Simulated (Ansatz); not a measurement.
**C₃H₃NO: molecular dynamics**

The run: molecular dynamics of C₃H₃NO, SMILES OC1=CC=N1. Method and program: RKS revPBE-d3bj/6-31G* (Ansatz 0.2.0).

The geometry comes from this level: PBE0-D4/def2-TZVP. Figures and captions count atoms from 1; the log counts them from 0 in places.

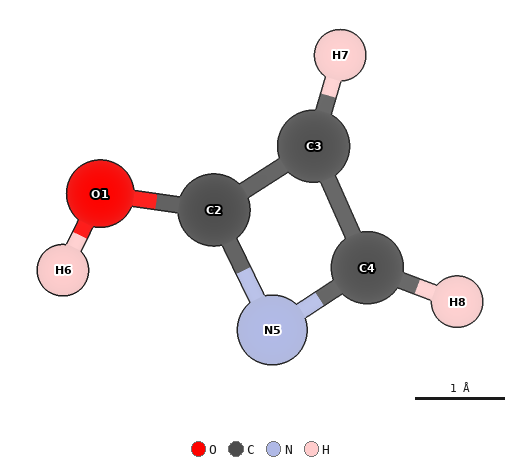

Figure 1. The structure as given in the input (ball-and-stick view, seen on its broad side; atoms are numbered from 1 in the order of the input). Bond lengths as drawn: C–C 1.34 to 1.51 Å, C–H 1.08 to 1.09 Å, C–N 1.29 to 1.51 Å, C–O 1.30 Å and H–O 0.97 Å.

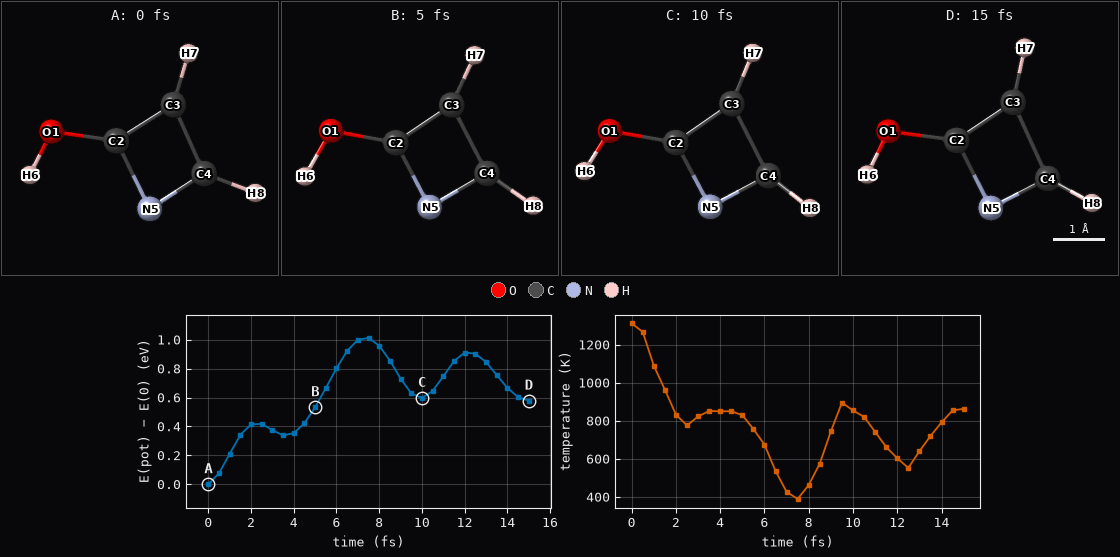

Figure 2. Frames of the molecular dynamics (ball-and-stick, seen at a tilt) above the curves, on which the letters mark them. The trajectory kept here has 31 frames over 15 fs. The temperature starts at 1312 K, ranges from 389 to 1312 K and averages 698 K over the second half. The potential energy ends 0.578 eV above its first value. After an unweighted best fit of the last frame on the first, the root-mean-square displacement is 0.23 Å.

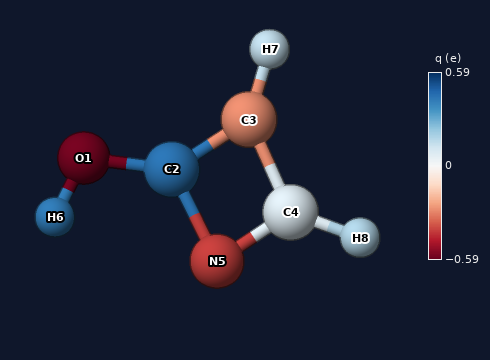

Figure 3. Mulliken charges, as the colour of each atom (ball-and-stick view, seen at a tilt; atoms are numbered from 1 in the order of the input). By element: O −0.56, C −0.27 to +0.43, N −0.40 and H +0.14 to +0.41 e.

The input and output of the run follow.

## Input
```yaml
crystal:
  periodic: [false, false, false]
  atoms:
    - {symbol: O, position_ang: [-0.096658, 1.893727, -0.126192]}
    - {symbol: C, position_ang: [0.010444, 0.596365, -0.050573]}
    - {symbol: C, position_ang: [0.956525, -0.352689, -0.132231]}
    - {symbol: C, position_ang: [-0.234712, -1.239266, 0.120567]}
    - {symbol: N, position_ang: [-1.153554, -0.336566, 0.200706]}
    - {symbol: H, position_ang: [-1.026415, 2.123438, 0.004083]}
    - {symbol: H, position_ang: [2.016919, -0.428497, -0.293766]}
    - {symbol: H, position_ang: [-0.380349, -2.313714, 0.221608]}
basis:
  gaussian: {orbitals: "6-31G*"}
hamiltonian: {xc: {name: revPBE}, dispersion: d3bj}
md: {timestep: 0.5 fs, n_steps: 30, ensemble: nvt_langevin, temperature: 1500, initial_velocities: maxwell_boltzmann, friction: 0.01, seed: 401}
```

Run as:
```bash
ansatz run in.yaml --threads 2 --pin off --events-out ev --progress --plain --max-ram 4352MiB
```

## What the program printed
```
Functional definition: revPBE
  name "revPBE"
  cite "Zhang & Yang, Phys. Rev. Lett. 80, 890 (1998) doi:10.1103/PhysRevLett.80.890"
  cite "Perdew, Burke & Ernzerhof, Phys. Rev. Lett. 77, 3865 (1996) doi:10.1103/PhysRevLett.77.3865"
  parameter kappa = 1.245
  parameter beta = 0.06672455060314922
  exchange = pbe_x(kappa = kappa, mu = beta*pi^2/3)
  correlation = pbe_c(beta = beta)
932 factors; their error is unknown
mean field evaluation 1: about -6683.8688 eV, gradient 5.9e1 eV
mean field evaluation 2: about -6664.7159 eV, gradient 1.0e2 eV
mean field evaluation 4: about -6691.1469 eV, gradient 7.9e0 eV
mean field evaluation 8: about -6691.2868 eV, gradient 1.1e-1 eV
mean field evaluation 16: about -6691.2063 eV, gradient 4.9e-3 eV
mean field -6691.20628408 eV, -245.8972954775 hartree, gradient 3.9e-5 eV, S^2 0.000000; 0 other end points of the search recorded, 0 dependent functions left out
the calculation of the forces begins
reference -6691.20630935 eV, -245.8972964060 hartree; 18, 18 occupied and 63, 63 virtual orbitals, 932 factors
md step     0: t =     0.00 fs  T =  1312.5 K  F+E_penalty+E_count = -6691.56424938 eV  E_kin = 1.357230 eV  (30 SCF iters)
these checks for a lower state are left out or cut short: starts, cluster_reference, orbital_swaps, neighbouring_geometries, increment
932 factors; their error is unknown
mean field -6691.12914510 eV, -245.8944606722 hartree, gradient 9.8e-6 eV, S^2 0.000000; 0 other end points of the search recorded, 0 dependent functions left out
the calculation of the forces begins
reference -6691.12917006 eV, -245.8944615895 hartree; 18, 18 occupied and 63, 63 virtual orbitals, 932 factors
md step     1: t =     0.50 fs  T =  1267.2 K  F+E_penalty+E_count = -6691.48755585 eV  E_kin = 1.310338 eV  (34 SCF iters, 3 dispersion substeps)
[... from here on the SCF iterations and repeated set-up lines of each step are left out, up to the last step ...]
md step     2: t =     1.00 fs  T =  1089.8 K  F+E_penalty+E_count = -6691.35317729 eV  E_kin = 1.126975 eV  (34 SCF iters, 3 dispersion substeps)
md step     3: t =     1.50 fs  T =   963.7 K  F+E_penalty+E_count = -6691.22193121 eV  E_kin = 0.996544 eV  (34 SCF iters, 3 dispersion substeps)
md step     4: t =     2.00 fs  T =   832.7 K  F+E_penalty+E_count = -6691.14966700 eV  E_kin = 0.861031 eV  (34 SCF iters, 3 dispersion substeps)
md step     5: t =     2.50 fs  T =   775.5 K  F+E_penalty+E_count = -6691.14657670 eV  E_kin = 0.801896 eV  (34 SCF iters, 3 dispersion substeps)
md step     6: t =     3.00 fs  T =   822.8 K  F+E_penalty+E_count = -6691.18987881 eV  E_kin = 0.850789 eV  (34 SCF iters, 3 dispersion substeps)
md step     7: t =     3.50 fs  T =   851.6 K  F+E_penalty+E_count = -6691.22556644 eV  E_kin = 0.880656 eV  (34 SCF iters, 3 dispersion substeps)
md step     8: t =     4.00 fs  T =   850.0 K  F+E_penalty+E_count = -6691.21024133 eV  E_kin = 0.878976 eV  (34 SCF iters, 3 dispersion substeps)
md step     9: t =     4.50 fs  T =   850.2 K  F+E_penalty+E_count = -6691.14116044 eV  E_kin = 0.879183 eV  (35 SCF iters, 3 dispersion substeps)
md step    10: t =     5.00 fs  T =   829.7 K  F+E_penalty+E_count = -6691.03184696 eV  E_kin = 0.857963 eV  (34 SCF iters, 3 dispersion substeps)
md step    11: t =     5.50 fs  T =   757.0 K  F+E_penalty+E_count = -6690.89922312 eV  E_kin = 0.782802 eV  (34 SCF iters, 3 dispersion substeps)
md step    12: t =     6.00 fs  T =   674.9 K  F+E_penalty+E_count = -6690.76129873 eV  E_kin = 0.697927 eV  (35 SCF iters, 3 dispersion substeps)
md step    13: t =     6.50 fs  T =   536.5 K  F+E_penalty+E_count = -6690.64149577 eV  E_kin = 0.554763 eV  (33 SCF iters, 3 dispersion substeps)
md step    14: t =     7.00 fs  T =   426.6 K  F+E_penalty+E_count = -6690.56486392 eV  E_kin = 0.441125 eV  (34 SCF iters, 3 dispersion substeps)
md step    15: t =     7.50 fs  T =   389.4 K  F+E_penalty+E_count = -6690.55195224 eV  E_kin = 0.402675 eV  (35 SCF iters, 3 dispersion substeps)
md step    16: t =     8.00 fs  T =   462.6 K  F+E_penalty+E_count = -6690.60609999 eV  E_kin = 0.478364 eV  (34 SCF iters, 3 dispersion substeps)
md step    17: t =     8.50 fs  T =   575.4 K  F+E_penalty+E_count = -6690.70823484 eV  E_kin = 0.595044 eV  (69 SCF iters, 3 dispersion substeps)
md step    18: t =     9.00 fs  T =   744.4 K  F+E_penalty+E_count = -6690.83304318 eV  E_kin = 0.769803 eV  (35 SCF iters, 3 dispersion substeps)
md step    19: t =     9.50 fs  T =   895.5 K  F+E_penalty+E_count = -6690.93522704 eV  E_kin = 0.925995 eV  (34 SCF iters, 3 dispersion substeps)
md step    20: t =    10.00 fs  T =   854.6 K  F+E_penalty+E_count = -6690.96759050 eV  E_kin = 0.883765 eV  (34 SCF iters, 3 dispersion substeps)
md step    21: t =    10.50 fs  T =   820.7 K  F+E_penalty+E_count = -6690.91909120 eV  E_kin = 0.848679 eV  (34 SCF iters, 3 dispersion substeps)
md step    22: t =    11.00 fs  T =   741.9 K  F+E_penalty+E_count = -6690.81798107 eV  E_kin = 0.767234 eV  (35 SCF iters, 3 dispersion substeps)
md step    23: t =    11.50 fs  T =   662.2 K  F+E_penalty+E_count = -6690.71214871 eV  E_kin = 0.684812 eV  (34 SCF iters, 3 dispersion substeps)
md step    24: t =    12.00 fs  T =   603.2 K  F+E_penalty+E_count = -6690.65322727 eV  E_kin = 0.623734 eV  (34 SCF iters, 3 dispersion substeps)
md step    25: t =    12.50 fs  T =   552.4 K  F+E_penalty+E_count = -6690.66062289 eV  E_kin = 0.571275 eV  (34 SCF iters, 3 dispersion substeps)
md step    26: t =    13.00 fs  T =   640.2 K  F+E_penalty+E_count = -6690.71813099 eV  E_kin = 0.662017 eV  (35 SCF iters, 3 dispersion substeps)
md step    27: t =    13.50 fs  T =   720.0 K  F+E_penalty+E_count = -6690.80824894 eV  E_kin = 0.744570 eV  (34 SCF iters, 3 dispersion substeps)
md step    28: t =    14.00 fs  T =   791.8 K  F+E_penalty+E_count = -6690.89774368 eV  E_kin = 0.818809 eV  (35 SCF iters, 3 dispersion substeps)
md step    29: t =    14.50 fs  T =   854.8 K  F+E_penalty+E_count = -6690.96054738 eV  E_kin = 0.883909 eV  (34 SCF iters, 3 dispersion substeps)
these checks for a lower state are left out or cut short: starts, cluster_reference, orbital_swaps, neighbouring_geometries, increment
932 factors; their error is unknown
mean field -6690.62543676 eV, -245.8759497322 hartree, gradient 1.1e-5 eV, S^2 0.000000; 0 other end points of the search recorded, 0 dependent functions left out
the calculation of the forces begins
reference -6690.62546299 eV, -245.8759506960 hartree; 18, 18 occupied and 63, 63 virtual orbitals, 932 factors
932 factors; their error is unknown
mean field evaluation 288: about -6690.6254 eV, gradient 8.3e-5 eV
mean field -6690.62543676 eV, -245.8759497322 hartree, gradient 1.1e-5 eV, S^2 0.000000; 1 other end points of the search recorded, 0 dependent functions left out
the calculation of the forces begins
reference -6690.62546299 eV, -245.8759506960 hartree; 18, 18 occupied and 63, 63 virtual orbitals, 932 factors
md step    30: t =    15.00 fs  T =   863.1 K  F+E_penalty+E_count = -6690.98621054 eV  E_kin = 0.892484 eV  (55 SCF iters, 3 dispersion substeps)
Total energy: -6690.98623677 eV, -245.8892088878 hartree
Atom 0 at    -0.157641     1.927486    -0.218217 Å, force    -1.072529    -0.366084     1.321167 eV/Å
Atom 1 at     0.006910     0.574259    -0.099669 Å, force    -0.311031     0.496007    -0.906968 eV/Å
Atom 2 at     1.001362    -0.338293    -0.201392 Å, force     0.032653    -0.717196     0.191213 eV/Å
Atom 3 at    -0.251619    -1.343237     0.225602 Å, force     1.715951     2.018326    -0.333136 eV/Å
Atom 4 at    -1.139764    -0.405286     0.123337 Å, force    -1.123982     0.208531     1.073743 eV/Å
Atom 5 at    -0.933643     2.197377     0.416281 Å, force     1.370628    -0.701322    -1.385896 eV/Å
Atom 6 at     2.056914    -0.327339    -0.554090 Å, force    -0.595976    -0.188654     0.528420 eV/Å
Atom 7 at    -0.362382    -2.245668     0.822317 Å, force    -0.015713    -0.749606    -0.488543 eV/Å
Dipole moment:     0.074334    -0.006770     0.239264 e Å
```

## Trajectory as extended XYZ (Å, eV, eV/Å), 12 of the 31 frames kept, from step=0 to step=30
```
8
Properties=species:S:1:pos:R:3:forces:R:3 step=0 time_fs=0.0 energy=-6691.56425 temperature=1312.5
O    -0.0967    1.8937   -0.1262    0.7138   1.2186  -0.2000
C     0.0104    0.5964   -0.0506   -0.0012  -0.0705   0.0044
C     0.9565   -0.3527   -0.1322    0.8638  -0.4478  -0.1043
C    -0.2347   -1.2393    0.1206    0.6716  -0.8176  -0.0475
N    -1.1536   -0.3366    0.2007   -1.8672   0.4154   0.2659
H    -1.0264    2.1234    0.0041   -0.7718   0.1355   0.1122
H     2.0169   -0.4285   -0.2938    0.4277  -0.0362  -0.0649
H    -0.3803   -2.3137    0.2216   -0.0365  -0.3974   0.0342
8
Properties=species:S:1:pos:R:3:forces:R:3 step=3 time_fs=1.5 energy=-6691.22193 temperature=963.7
O    -0.1004    1.8968   -0.1351    3.6828   0.2262  -0.7750
C    -0.0036    0.5969   -0.0471    0.5335   0.1703  -0.3694
C     0.9452   -0.3391   -0.1393    2.3786  -1.4468  -0.2114
C    -0.2261   -1.2624    0.1340    0.5084   3.0577  -0.3615
N    -1.1372   -0.3371    0.1915   -2.2558  -0.1047   0.4640
H    -0.9638    2.1250    0.0502   -3.9311   1.0873   0.7726
H     2.0306   -0.4946   -0.2933   -0.5883   0.4250   0.0666
H    -0.4207   -2.2419    0.3282   -0.3281  -3.4150   0.4142
8
Properties=species:S:1:pos:R:3:forces:R:3 step=5 time_fs=2.5 energy=-6691.14658 temperature=775.5
O    -0.0997    1.8982   -0.1399    3.0425   0.3082  -0.7177
C    -0.0116    0.5969   -0.0457    0.7752   0.3026  -0.5718
C     0.9401   -0.3310   -0.1438    3.0139  -1.9940  -0.2433
C    -0.2182   -1.2759    0.1404   -0.0097   3.6724  -0.3640
N    -1.1295   -0.3355    0.1875   -2.3085  -0.6103   0.5621
H    -0.9597    2.1397    0.0811   -3.3450   0.9696   0.7538
H     2.0324   -0.5284   -0.2961   -0.9153   0.6850   0.1028
H    -0.4433   -2.2330    0.4089   -0.2531  -3.3336   0.4781
8
Properties=species:S:1:pos:R:3:forces:R:3 step=8 time_fs=4.0 energy=-6691.21024 temperature=850.0
O    -0.0973    1.8991   -0.1497   -0.5132   1.3385   0.2692
C    -0.0210    0.5951   -0.0451    0.9352   0.5021  -0.7900
C     0.9393   -0.3240   -0.1507    3.0557  -2.2814  -0.2002
C    -0.2061   -1.2890    0.1453   -1.3373   1.7694   0.5601
N    -1.1234   -0.3349    0.1808   -2.2366  -1.1594   0.6762
H    -1.0004    2.1924    0.1422    0.3144  -0.2782  -0.2264
H     2.0195   -0.5520   -0.3153   -0.7517   0.8299   0.0981
H    -0.4883   -2.2653    0.5317    0.5335  -0.7209  -0.3870
8
Properties=species:S:1:pos:R:3:forces:R:3 step=11 time_fs=5.5 energy=-6690.89922 temperature=757.0
O    -0.0974    1.9014   -0.1620   -2.4627   1.9451   1.0572
C    -0.0298    0.5951   -0.0464    1.3781   0.2031  -0.9990
C     0.9465   -0.3224   -0.1582    1.3328  -1.8103   0.1406
C    -0.1985   -1.3016    0.1522   -2.2590   0.4577   1.4796
N    -1.1210   -0.3386    0.1717   -2.0910  -1.4828   0.8058
H    -1.0419    2.2396    0.1995    2.3193  -1.1327  -1.0187
H     1.9808   -0.5510   -0.3455    0.5625   0.6157  -0.0882
H    -0.5316   -2.3100    0.6495    1.2200   1.2044  -1.3773
8
Properties=species:S:1:pos:R:3:forces:R:3 step=14 time_fs=7.0 energy=-6690.56486 temperature=426.6
O    -0.1025    1.9053   -0.1733   -2.7710   2.0508   1.3135
C    -0.0341    0.5957   -0.0510    1.6382  -0.1767  -1.1182
C     0.9556   -0.3223   -0.1670   -1.4571  -1.0907   0.7714
C    -0.1999   -1.3151    0.1638   -2.3033   0.3764   1.7902
N    -1.1202   -0.3455    0.1638   -1.9476  -1.5720   0.9397
H    -1.0446    2.2782    0.2359    2.7095  -1.4873  -1.3098
H     1.9348   -0.5371   -0.3751    2.7389   0.1514  -0.5291
H    -0.5465   -2.3264    0.7430    1.3924   1.7479  -1.8577
8
Properties=species:S:1:pos:R:3:forces:R:3 step=16 time_fs=8.0 energy=-6690.60610 temperature=462.6
O    -0.1080    1.9072   -0.1801   -2.4137   1.9346   1.2368
C    -0.0353    0.5959   -0.0538    1.7233  -0.3808  -1.1854
C     0.9596   -0.3221   -0.1735   -1.9330  -0.9448   0.9425
C    -0.2040   -1.3233    0.1716   -1.9895   0.7166   1.6819
N    -1.1195   -0.3517    0.1593   -1.9205  -1.4928   1.0222
H    -1.0203    2.2881    0.2460    2.3784  -1.4469  -1.2534
H     1.9332   -0.5299   -0.4012    2.8593   0.1068  -0.5849
H    -0.5393   -2.3067    0.7783    1.2956   1.5073  -1.8598
8
Properties=species:S:1:pos:R:3:forces:R:3 step=19 time_fs=9.5 energy=-6690.93523 temperature=895.5
O    -0.1216    1.9117   -0.1882   -0.4617   0.7389   0.4210
C    -0.0321    0.5896   -0.0585    1.5172  -0.0400  -1.2719
C     0.9650   -0.3208   -0.1846   -0.2174  -1.3848   0.5780
C    -0.2132   -1.3351    0.1843   -1.1683   1.6771   1.0142
N    -1.1188   -0.3637    0.1527   -1.8421  -1.2247   1.1026
H    -0.9481    2.2646    0.2501    0.4481  -0.6146  -0.4234
H     1.9825   -0.5148   -0.4484    0.7954   0.4373  -0.0774
H    -0.5158   -2.2514    0.7979    0.9289   0.4108  -1.3430
8
Properties=species:S:1:pos:R:3:forces:R:3 step=22 time_fs=11.0 energy=-6690.81798 temperature=741.9
O    -0.1347    1.9161   -0.1932    2.8999  -1.1096  -1.5107
C    -0.0246    0.5839   -0.0660    1.0767   0.3185  -1.2627
C     0.9711   -0.3209   -0.1932    1.6786  -1.7104   0.0239
C    -0.2226   -1.3466    0.1971    0.0021   3.8023  -0.5546
N    -1.1209   -0.3763    0.1437   -1.5719  -0.9681   1.1413
H    -0.8744    2.2337    0.2557   -2.8760   0.8761   1.5093
H     2.0571   -0.4794   -0.5063   -1.4108   0.6030   0.5864
H    -0.4707   -2.1886    0.7904    0.2014  -1.8118   0.0672
8
Properties=species:S:1:pos:R:3:forces:R:3 step=25 time_fs=12.5 energy=-6690.66062 temperature=552.4
O    -0.1444    1.9187   -0.2016    2.3679  -1.1355  -1.3049
C    -0.0134    0.5794   -0.0759    0.5037   0.4331  -1.1893
C     0.9795   -0.3266   -0.1970    2.1894  -1.5701  -0.2392
C    -0.2339   -1.3534    0.2082    1.0062   5.6658  -2.0710
N    -1.1281   -0.3882    0.1338   -1.2009  -0.6574   1.1350
H    -0.8747    2.2124    0.2976   -2.2718   0.6391   1.2928
H     2.1030   -0.4276   -0.5451   -2.2457   0.4002   0.9239
H    -0.4214   -2.1541    0.7909   -0.3488  -3.7752   1.4528
8
Properties=species:S:1:pos:R:3:forces:R:3 step=27 time_fs=13.5 energy=-6690.80825 temperature=720.0
O    -0.1489    1.9220   -0.2089    0.5536  -0.6274  -0.0480
C    -0.0049    0.5768   -0.0851    0.1037   0.4994  -1.0853
C     0.9864   -0.3321   -0.1978    1.7833  -1.3043  -0.2097
C    -0.2409   -1.3523    0.2160    1.2957   5.0867  -1.8870
N    -1.1334   -0.3959    0.1291   -1.0729  -0.3498   1.1157
H    -0.9009    2.2058    0.3445   -0.3802  -0.1009   0.0166
H     2.0974   -0.3905   -0.5566   -2.0010   0.1684   0.9112
H    -0.3972   -2.1686    0.8014   -0.2822  -3.3721   1.1866
8
Properties=species:S:1:pos:R:3:forces:R:3 step=30 time_fs=15.0 energy=-6690.98621 temperature=863.1
O    -0.1576    1.9275   -0.2182   -1.0725  -0.3661   1.3212
C     0.0069    0.5743   -0.0997   -0.3110   0.4960  -0.9070
C     1.0014   -0.3383   -0.2014    0.0327  -0.7172   0.1912
C    -0.2516   -1.3432    0.2256    1.7160   2.0183  -0.3331
N    -1.1398   -0.4053    0.1233   -1.1240   0.2085   1.0737
H    -0.9336    2.1974    0.4163    1.3706  -0.7013  -1.3859
H     2.0569   -0.3273   -0.5541   -0.5960  -0.1887   0.5284
H    -0.3624   -2.2457    0.8223   -0.0157  -0.7496  -0.4885
```

## Key numbers

```json
{"quantity": "outcome", "value": "finished"}
{"quantity": "mean temperature over the second half", "value": "698 K"}
{"quantity": "trajectory", "value": "30 steps, 15 fs"}
{"quantity": "ensemble", "value": "nvt_langevin"}
{"quantity": "temperature in the input", "value": "1500 K"}
{"quantity": "time step", "value": "0.5 fs"}
{"quantity": "potential energy (last step)", "value": "−6690.9862 eV"}
{"quantity": "mean-field energy (last step)", "value": "−6690.6255 eV"}
{"quantity": "dispersion energy (last step)", "value": "−0.3608 eV"}
{"quantity": "SCF solution under orbital rotations (last step)", "value": "stable"}
{"quantity": "largest force (length of the vector) (last step)", "value": "2.670 eV/Å"}
{"quantity": "dipole moment (last step)", "value": "1.20 D"}
{"quantity": "hardware", "value": "2 threads of Arm Neoverse V1, 23 GiB of memory available, shared host"}
{"quantity": "wall time", "value": "37 s (CPU time 70 s)"}
{"quantity": "peak memory", "value": "0.14 GiB"}
```

## Remarks

So short a trajectory is not equilibrated. The logged temperature at the start can lie below the typed one, since it is counted over all degrees of freedom. The temperature stays far from the 1500 K of the thermostat over the second half: the run isn't equilibrated.
